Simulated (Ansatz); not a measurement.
# CCSD(T)/cc-pVDZ run of Si2NH6F (SMILES F[SiH2]N[SiH3])

What is the energy change on altering one bond length of Si2NH6F at CCSD(T)/cc-pVDZ? 

The results are computed with Ansatz 0.2.0.

69 further runs of the same task are left out: 69 set aside as unsound or not needed.

## 1. The structure to begin with

Si2NH6F: 10 atoms, total charge 0, spin state singlet. As SMILES, `F[SiH2]N[SiH3]`. Geometry: relaxed at PBE0-D4/def2-TZVP. This is one conformer, not always the lowest.

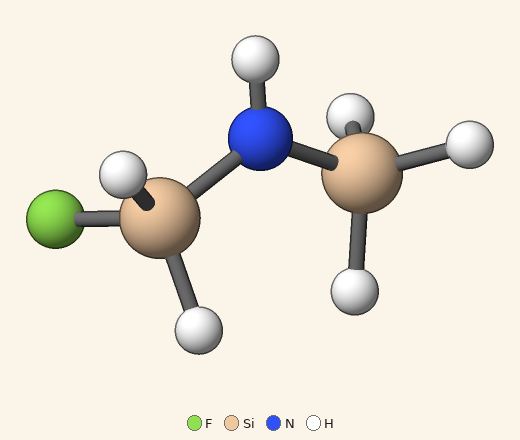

Viewed from a chosen angle; fluorine green, silicon light orange, nitrogen blue, hydrogen white.

## 2. The energy at CCSD(T)/cc-pVDZ

job.yaml reads:

```yaml
crystal:
  periodic: [false, false, false]
  atoms:
    - {symbol: F, position_ang: [-1.561500, 0.994300, -1.776700]}
    - {symbol: Si, position_ang: [-0.375000, 1.301800, -0.745900]}
    - {symbol: "N", position_ang: [0.514800, -0.094800, -0.335900]}
    - {symbol: Si, position_ang: [0.194800, -1.236100, 0.928700]}
    - {symbol: H, position_ang: [0.517200, 2.267200, -1.426700]}
    - {symbol: H, position_ang: [-1.010100, 1.839400, 0.475900]}
    - {symbol: H, position_ang: [1.264300, -0.336200, -0.970000]}
    - {symbol: H, position_ang: [1.391500, -1.422100, 1.791600]}
    - {symbol: H, position_ang: [-0.186300, -2.569800, 0.392000]}
    - {symbol: H, position_ang: [-0.924400, -0.683300, 1.730300]}
basis:
  gaussian: {orbitals: cc-pVDZ}
correlation: {method: ccsd_t, frozen_orbitals: {F: 1, H: 0, "N": 1, Si: 5}}
accuracy: high
scf: {omitted_lower_state_checks: [cluster_reference, increment]}
```

On the command line:

```console
$ ansatz run job.yaml --threads 1 --pin off --max-ram 3480MiB --events-out events.jsonl --progress --plain --runs-dir runs
```

Standard output, shortened:

```text
Warning: RAYON_NUM_THREADS=1 ignored (pool sized by the plan → 1); use --threads N
Functional definition: HF
  name "HF"
[...]
2240 factors; integrals over basis functions are off by at most 3.7e-9 eV
[...]
mean field -20009.87787028 eV, -735.3494485503 hartree, gradient 6.1e-9 eV, S^2 0.000000; 0 other end points of the search recorded, 0 dependent functions left out
12 core orbitals not correlated: weight in the atoms' cores, before any rotation towards them, 1.000 or more for the frozen orbitals, at most 0.000 for the correlated occupied ones
reference -20009.87787028 eV, -735.3494485503 hartree; 13, 13 occupied and 69, 69 virtual orbitals, 2240 factors
second order -15.17819970 eV of doubles, -0.00000000 eV of singles
cycle   1  -15.91637839 eV  change   -7.4e-1 eV  update   9.4e-2
[...]
cycle  20  -16.45951185 eV  change  -8.0e-10 eV  update   2.4e-9
perturbative correction -0.34617689 eV, -0.0127217660 hartree
Total energy: -20026.68355902 eV, -735.9670462202 hartree
Checks for a lower state left out: cluster_reference, increment
```

Wall time 21 s (1 thread of Intel Xeon Platinum 8488C (Sapphire Rapids), shared host); peak memory 0.6 GiB.

## 3. The distorted shape at the same level

in.yaml reads:

```yaml
crystal:
  periodic: [false, false, false]
  atoms:
    - {symbol: F, position_ang: [-0.218453, 0.330936, -2.738625]}
    - {symbol: Si, position_ang: [0.968047, 0.638436, -1.707825]}
    - {symbol: N, position_ang: [1.857847, -0.758164, -1.297825]}
    - {symbol: Si, position_ang: [1.537847, -1.899464, -0.033225]}
    - {symbol: H, position_ang: [1.860247, 1.603836, -2.388625]}
    - {symbol: H, position_ang: [0.332947, 1.176036, -0.486025]}
    - {symbol: H, position_ang: [2.607347, -0.999564, -1.931925]}
    - {symbol: H, position_ang: [2.734547, -2.085464, 0.829675]}
    - {symbol: H, position_ang: [1.156747, -3.233164, -0.569925]}
    - {symbol: H, position_ang: [-0.924400, -0.683300, 1.730300]}
basis:
  gaussian: {orbitals: cc-pVDZ}
correlation: {method: ccsd_t, frozen_orbitals: {F: 1, H: 0, "N": 1, Si: 5}}
accuracy: high
scf: {omitted_lower_state_checks: [cluster_reference, increment]}
```

On the command line:

```console
$ ansatz run in.yaml --threads 1 --pin off --max-ram 3480MiB --events-out events.jsonl --progress --plain --runs-dir runs
```

Standard output, shortened:

```text
Warning: RAYON_NUM_THREADS=1 ignored (pool sized by the plan → 1); use --threads N
[... 2 set-up lines as earlier in the session ...]
[...]
2198 factors; integrals over basis functions are off by at most 3.7e-9 eV
[...]
mean field -20004.45703809 eV, -735.1502366418 hartree, gradient 8.3e-8 eV, S^2 0.000000; 1 other end points of the search recorded, 0 dependent functions left out; unrestricted orbitals would lower it
12 core orbitals not correlated: weight in the atoms' cores, before any rotation towards them, 1.000 or more for the frozen orbitals, at most 0.000 for the correlated occupied ones
reference -20004.45703809 eV, -735.1502366418 hartree; 13, 13 occupied and 69, 69 virtual orbitals, 2198 factors
second order -15.80826426 eV of doubles, -0.00000000 eV of singles
cycle   1  -16.42497486 eV  change    -1.6e0 eV  update   1.5e-1
[...]
cycle  30  -17.84635316 eV  change   3.5e-10 eV  update  3.4e-10
perturbative correction -0.61922371 eV, -0.0227560518 hartree
WARN: these amplitudes may be one of several solutions (largest doubles amplitude 0.52, level shift 2.42 eV)
Total energy: -20022.92261496 eV, -735.8288340755 hartree
Checks for a lower state left out: cluster_reference, increment
```

Run time: 26 s. Hardware: 1 thread of Intel Xeon Platinum 8488C (Sapphire Rapids), shared host; peak memory 0.6 GiB.

## 4. Results

Level: CCSD(T)/cc-pVDZ, 12 core orbitals frozen.

| quantity | value |
| --- | --- |
| first shape: total energy | -735.96705 Eh |
| first shape: correlation energy (12 core orbitals frozen) | -617.6 mEh |
| first shape: (T) correction | -12.72 mEh |
| first shape: T1 diagnostic | 0.012 |
| distorted shape: total energy | -735.82883 Eh |
| distorted shape: correlation energy (12 core orbitals frozen) | -678.6 mEh |
| distorted shape: (T) correction | -22.76 mEh |
| distorted shape: T1 diagnostic | 0.035 |
| energy change with the Si4–H10 bond stretched from 1.483 to 3.264 Å | 3.761 eV |

In words: One bond (distorted shape) is far stretched, which a spin-restricted single reference describes badly; perturbation theory on it can break down and give far too much correlation. With the Si4–H10 bond stretched from 1.483 to 3.264 Å the energy rises by 3.76 eV (87 kcal/mol). The first shape isn't relaxed at this level, so the change isn't measured from a minimum. A restricted reference can't describe the breaking bond well at this length. The triples (first shape) make up 2.1 % of the correlation energy. The T1 diagnostic (distorted shape) of 0.035 is above the customary mark for such species, so a single reference may not serve. The restricted solution (distorted shape) is unstable to spin breaking: an unrestricted one lies lower. The triples (distorted shape) make up 3.4 % of the correlation energy.
